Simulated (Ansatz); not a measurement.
# Calculations on BH3ClF

Part 1: Relaxation

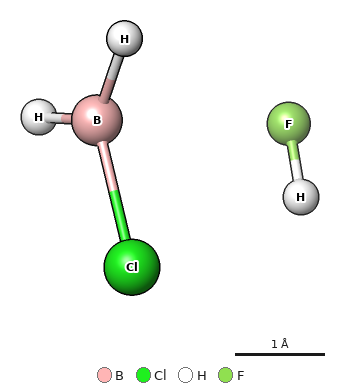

This is the input geometry for a relaxation of BH₃ClF. A ball-and-stick model, seen at a tilt.

The run prepares an end point of a later path (reaction) calculation, from a guessed geometry.

The calculation used RKS B3LYP-D4/6-31G* (Ansatz).

Input
```yaml
crystal:
  periodic: [false, false, false]
  atoms:
    - { symbol: B, position_ang: [-0.00416, 0.271681, 0.063763] }
    - { symbol: Cl, position_ang: [-0.01684, 0.629074, 1.858572] }
    - { symbol: H, position_ang: [1.054129, 0.271353, -0.465952] }
    - { symbol: H, position_ang: [-1.058293, 0.195261, -0.468513] }
    - { symbol: F, position_ang: [0.060011, -2.183801, 0.599968] }
    - { symbol: H, position_ang: [0.085452, -1.912768, 1.492863] }
basis:
  gaussian: { orbitals: "6-31G*" }
hamiltonian:
  xc: b3lyp
  dispersion: d4
relax:
  f_tol: 0.03
  max_steps: 50
output:
  orbitals: {}
```

Launched with:
```bash
ansatz run input.yaml --threads 1 --pin off --max-ram 2048MiB --backend cpu --events-out ev --progress --plain --runs-dir out
```

What does the optimiser find from here?

After 5 accepted moves (6 points after the start) the energy has fallen by 0.077 eV. Largest force component: 0.94 eV/Å at the start, 0.016 eV/Å at the end. The line search rejected the trial step at point 2 of the run. The largest move after the best rigid fit is that of F5, 0.31 Å. Largest moves by element: F 0.31 Å, B 0.17 Å, H 0.11 Å, Cl 0.01 Å. Some distances before and after: B1–F5 2.514 → 2.033 Å, B1–Cl2 1.830 → 1.805 Å, F5–H6 0.933 → 0.945 Å. Bond angles that change, for instance: H3–B1–H4 126.5° → 124.2°.

History of the run:

```json
{"step": "0", "E − E(0), eV": "0.0000", "largest force component, eV/Å": "0.9424", "note": ""}
{"step": "1", "E − E(0), eV": "-0.0468", "largest force component, eV/Å": "0.6203", "note": ""}
{"step": "2", "E − E(0), eV": "-0.0390", "largest force component, eV/Å": "0.5734", "note": "rejected"}
{"step": "3", "E − E(0), eV": "-0.0700", "largest force component, eV/Å": "0.2654", "note": ""}
{"step": "4", "E − E(0), eV": "-0.0731", "largest force component, eV/Å": "0.1947", "note": ""}
{"step": "5", "E − E(0), eV": "-0.0764", "largest force component, eV/Å": "0.0404", "note": ""}
{"step": "6", "E − E(0), eV": "-0.0770", "largest force component, eV/Å": "0.0165", "note": ""}
```

The structure at the end:

```xyz
6

B     0.0010    0.1113    0.1309
Cl   -0.0135    0.6347    1.8586
H     1.0474    0.1694   -0.4264
H    -1.0495    0.0960   -0.4213
F     0.0699   -1.8874    0.4971
H     0.0650   -1.8533    1.4416
```

After the run, drawn alike:

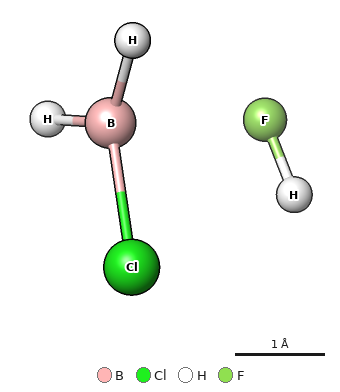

Limits of the set-up: the start holds two separate molecules, 2.5 Å apart at their closest, whose relative position is a soft coordinate.

Part 2: Relaxation

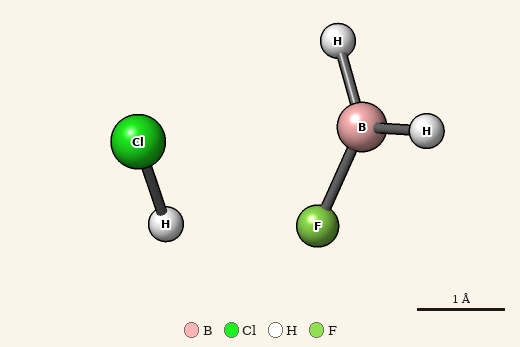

Starting structure of BH₃ClF. A ball-and-stick model, seen at a tilt.

The run prepares an end point of a later path (reaction) calculation, from a guessed geometry.

Level of theory: RKS B3LYP-D4/6-31G* in Ansatz 0.2.0.

Input file:
```yaml
crystal:
  periodic: [false, false, false]
  atoms:
    - { symbol: B, position_ang: [0.016399, -0.359728, -0.415921] }
    - { symbol: Cl, position_ang: [0.012612, 0.082556, 2.615109] }
    - { symbol: H, position_ang: [1.059089, 0.177012, -0.63117] }
    - { symbol: H, position_ang: [-1.050379, 0.130263, -0.625255] }
    - { symbol: F, position_ang: [0.045077, -1.611235, 0.032871] }
    - { symbol: H, position_ang: [0.037501, -1.148069, 2.105067] }
basis:
  gaussian: { orbitals: "6-31G*" }
hamiltonian:
  xc: b3lyp
  dispersion: d4
relax:
  f_tol: 0.03
  max_steps: 50
```

Launched with:
```bash
ansatz run input.yaml --threads 1 --pin off --max-ram 2048MiB --backend cpu --events-out ev --progress --plain --runs-dir out
```

**Predict the outcome.**

After 17 accepted moves (21 points after the start) the energy has fallen by 1.70 kcal/mol. The largest force component goes from 1.1 to 0.019 eV/Å. The line search rejected the trial steps at points 2, 11, 14, 20 of the run. The forces were under the threshold at step 5, but the run went on from there. Cl2 moves most after the best rigid fit: 1.14 Å. By element the largest moves are Cl 1.14 Å, H 0.62 Å, F 0.62 Å, B 0.36 Å. Among the contacts that change: Cl2–H6 1.332 → 1.291 Å. Cost: 37 s on 1 thread of Arm Neoverse V1 (shared host), peak memory 0.12 GiB.

The structure at the end:

```xyz
6

B     0.0164   -0.3073   -0.7673
Cl    0.0205   -0.4993    3.5980
H     1.0649    0.0215   -1.2327
H    -1.0538   -0.0124   -1.2049
F     0.0433   -1.0668    0.3277
H     0.0290   -0.8649    2.3599
```

After the run, drawn alike:

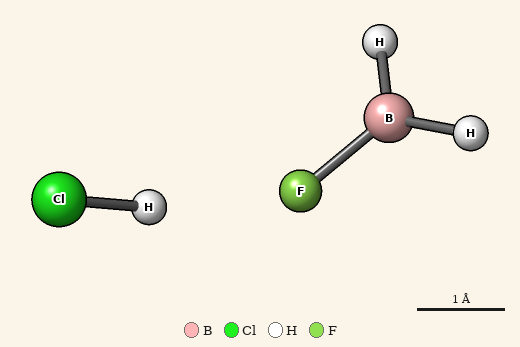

Part 3: Path

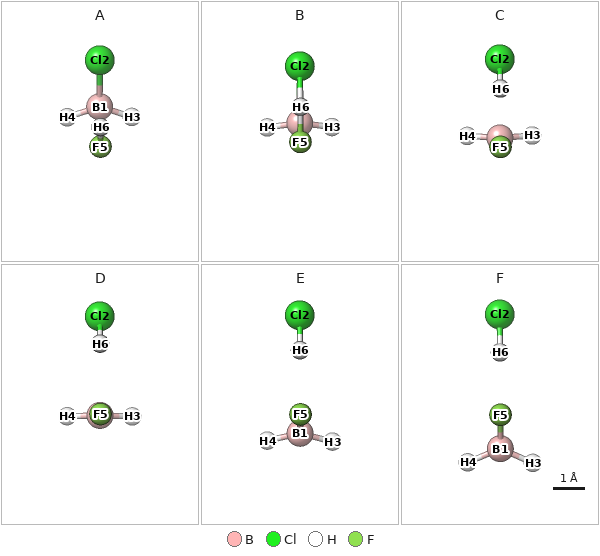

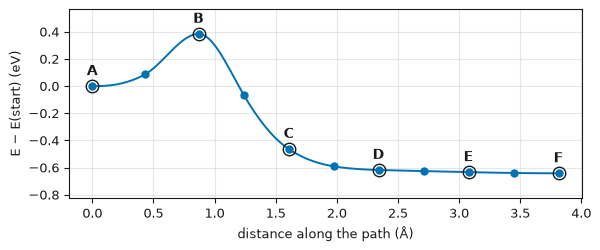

NEB run on BH3ClF. Images are numbered from 0 (start) to 10 (end). Frames A to F are images 0, 2, 4, 6, 8, 10. A ball-and-stick model, seen from a free direction.

Theory: RKS B3LYP-D4/6-31G* (Ansatz 0.2.0). Run with 9 movable images; climbing image; force threshold 0.05 eV/Å; iteration limit 60; starting path through a guess of the saddle point.

Read off the barrier and say what moves.

Breaking: B1–Cl2 (1.81 → 2.06 at the top → 4.37 Å), F5–H6 (0.95 → 1.19 at the top → 2.04 Å). Forming: B1–F5 (2.03 → 1.54 at the top → 1.33 Å), Cl2–H6 (2.52 → 1.56 at the top → 1.29 Å). The highest point, image 2, lies 0.38 eV above the start and 1.03 eV above the end; the end is at −0.64 eV relative to the start. The band converged in 16 iterations. The largest component of the band force went from 4.5 to 0.032 eV/Å. The climbing image converged on the top of the path. Its vibrational analysis gives one imaginary mode (941i cm⁻¹), as a transition state must have.

Cost: 3.8 min on 1 thread of Arm Neoverse V1, with other jobs on the host, peak memory 0.1 GiB.
